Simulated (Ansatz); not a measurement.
# One shape, several levels: BNH4 (SMILES BN)

Wanted: a comparison of 6 runs (HF/STO-3G, BHLYP/STO-3G, SVWN5/STO-3G, UPBE/STO-3G, wB97X/STO-3G, CCSD/STO-3G) of BNH4. 

Program for the calculation: Ansatz 0.2.0.

47 further runs of the same task are left out: 47 set aside as unsound or not needed.

**1. Starting point**

The species is BNH4 (6 atoms), meant as a singlet with charge 0. SMILES: `BN`. The H3–B1 distance was set to 1.796 Å, away from the relaxed value. At this shape a bond of the SMILES string is far longer than usual.

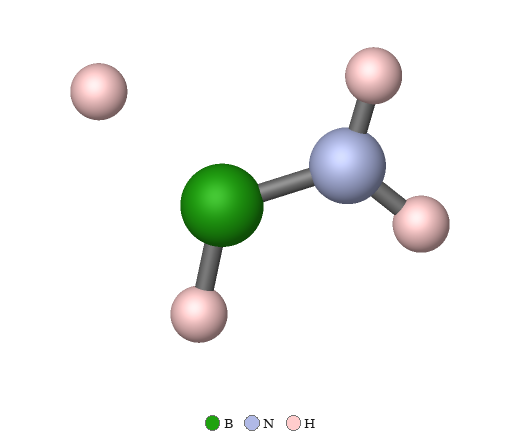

Viewed from a chosen angle; boron green, nitrogen light blue, hydrogen pink.

**2. A single-point energy at HF/STO-3G (run 1)**

in.yaml

```yaml
crystal:
  periodic: [false, false, false]
  atoms:
    - {symbol: B, position_ang: [-0.305201, -0.335398, -0.482153]}
    - {symbol: "N", position_ang: [-0.030901, 1.021602, -0.445753]}
    - {symbol: H, position_ang: [0.225800, -1.368000, 0.887500]}
    - {symbol: H, position_ang: [-0.889001, -0.784498, -1.425753]}
    - {symbol: H, position_ang: [-0.298601, 1.657902, -1.177353]}
    - {symbol: H, position_ang: [0.454999, 1.465602, 0.314747]}
basis:
  gaussian:
    orbitals: STO-3G
hamiltonian:
  xc: hf
accuracy: high
```

Run with:

```sh
ansatz run in.yaml --threads 1 --pin off --max-ram 2610MiB --events-out events.jsonl --progress --plain --runs-dir runs
```

The log of the run:

```text
Warning: RAYON_NUM_THREADS=1 ignored (pool sized by the plan → 1); use --threads N
Functional definition: HF
  name "HF"
  exchange = exact_x
  correlation = 0
230 factors; integrals over basis functions are off by at most 1.3e-8 eV
mean field evaluation 1: about -2185.0340 eV, gradient 1.4e1 eV
mean field evaluation 2: about -2185.0639 eV, gradient 1.4e1 eV
mean field evaluation 4: about -2186.0807 eV, gradient 1.4e0 eV
mean field evaluation 8: about -2186.0875 eV, gradient 1.5e-5 eV
mean field -2186.08748923 eV, -80.3372334458 hartree, gradient 1.1e-8 eV, S^2 0.000000; 0 other end points of the search recorded, 0 dependent functions left out
reference -2186.08748923 eV, -80.3372334458 hartree; 8, 8 occupied and 6, 6 virtual orbitals, 230 factors
Total energy: -2186.08748923 eV, -80.3372334458 hartree
```

Run time: 0.08 s. Hardware: 1 thread of Arm Neoverse V1, shared host.

**3. A single-point energy at BHLYP/STO-3G (run 2)**

run.yaml

```yaml
crystal:
  periodic: [false, false, false]
  atoms:
    - {symbol: B, position_ang: [-0.305201, -0.335398, -0.482153]}
    - {symbol: N, position_ang: [-0.030901, 1.021602, -0.445753]}
    - {symbol: H, position_ang: [0.225800, -1.368000, 0.887500]}
    - {symbol: H, position_ang: [-0.889001, -0.784498, -1.425753]}
    - {symbol: H, position_ang: [-0.298601, 1.657902, -1.177353]}
    - {symbol: H, position_ang: [0.454999, 1.465602, 0.314747]}
basis:
  gaussian: {orbitals: STO-3G}
hamiltonian: {xc: {name: BHLYP}}
accuracy: high
```

Run with:

```sh
ansatz run run.yaml --threads 1 --pin off --max-ram 2610MiB --events-out events.jsonl --progress --plain --runs-dir runs
```

The log of the run:

```text
Warning: RAYON_NUM_THREADS=1 ignored (pool sized by the plan → 1); use --threads N
Functional definition: BHLYP
  name "BHLYP"
  parameter a = 0.5
  exchange = (1 - a)*b88_x + a*exact_x
  correlation = lyp_c
230 factors; integrals over basis functions are off by at most 1.3e-8 eV
mean field evaluation 1: about -2198.9410 eV, gradient 1.2e1 eV
mean field evaluation 2: about -2199.3499 eV, gradient 9.2e0 eV
mean field evaluation 4: about -2199.6403 eV, gradient 2.9e-1 eV
mean field evaluation 8: about -2199.6039 eV, gradient 1.2e-3 eV
mean field -2199.60393432 eV, -80.8339536413 hartree, gradient 3.1e-8 eV, S^2 0.000000; 0 other end points of the search recorded, 0 dependent functions left out
reference -2199.60395310 eV, -80.8339543315 hartree; 8, 8 occupied and 6, 6 virtual orbitals, 230 factors
Total energy: -2199.60395310 eV, -80.8339543315 hartree
```

Run time: 0.74 s. Hardware: 1 thread of Arm Neoverse V1, shared host.

Runs 3 to 5 aren't shown in full; the table further down has their settings and results.

**4. A single-point energy at CCSD/STO-3G (run 6)**

molecule.yaml

```yaml
crystal:
  periodic: [false, false, false]
  atoms:
    - {symbol: B, position_ang: [-0.305201, -0.335398, -0.482153]}
    - {symbol: N, position_ang: [-0.030901, 1.021602, -0.445753]}
    - {symbol: H, position_ang: [0.225800, -1.368000, 0.887500]}
    - {symbol: H, position_ang: [-0.889001, -0.784498, -1.425753]}
    - {symbol: H, position_ang: [-0.298601, 1.657902, -1.177353]}
    - {symbol: H, position_ang: [0.454999, 1.465602, 0.314747]}
basis:
  gaussian:
    orbitals: STO-3G
correlation:
  method: ccsd
  frozen_orbitals: {B: 1, H: 0, "N": 1}
accuracy: high
scf:
  omitted_lower_state_checks: [cluster_reference, increment]
```

Run with:

```sh
ansatz run molecule.yaml --threads 1 --pin off --max-ram 2610MiB --events-out events.jsonl --progress --plain --runs-dir runs
```

The log of the run:

```text
Warning: RAYON_NUM_THREADS=1 ignored (pool sized by the plan → 1); use --threads N
[... 11 lines left out ...]
2 core orbitals not correlated: weight in the atoms' cores, before any rotation towards them, 1.000 or more for the frozen orbitals, at most 0.000 for the correlated occupied ones
[... 21 lines left out ...]
Total energy: -2190.15623559 eV, -80.4867571168 hartree
Checks for a lower state left out: cluster_reference, increment
```

Wall time 0.1 s (1 thread of Arm Neoverse V1, shared host).

**5. Overview of the runs**

| run | level | frozen core orbitals | energy (Eh) | wall time |
| --- | --- | --- | --- | --- |
| 1 | HF/STO-3G | – | -80.337233 | 0.08 s |
| 2 | BHLYP/STO-3G | – | -80.833954 | 0.74 s |
| 3 | SVWN5/STO-3G | – | -80.109933 | 0.54 s |
| 4 | UPBE/STO-3G | – | -80.773101 | 1.3 s |
| 5 | wB97X/STO-3G | – | -80.869489 | 3.6 s |
| 6 | CCSD/STO-3G | 2 | -80.486757 | 0.1 s |

**6. Summary of results**

| quantity | value |
| --- | --- |
| run 6: total energy | -80.48676 Eh |
| run 6: correlation energy (2 core orbitals frozen) | -149.5 mEh |
| run 6: T1 diagnostic | 0.022 |

**Reading.** Totals of different functionals can't be ranked against each other. In run 6 the log says that unrestricted orbitals would lower the reference, so the values rest on an unstable closed-shell determinant (other closed-shell runs at this shape may share the fault). In runs 1, 2, 3, 4, 5, 6 the basis is minimal, so the values are rough. All runs together took 6.4 s, the longest 3.6 s.
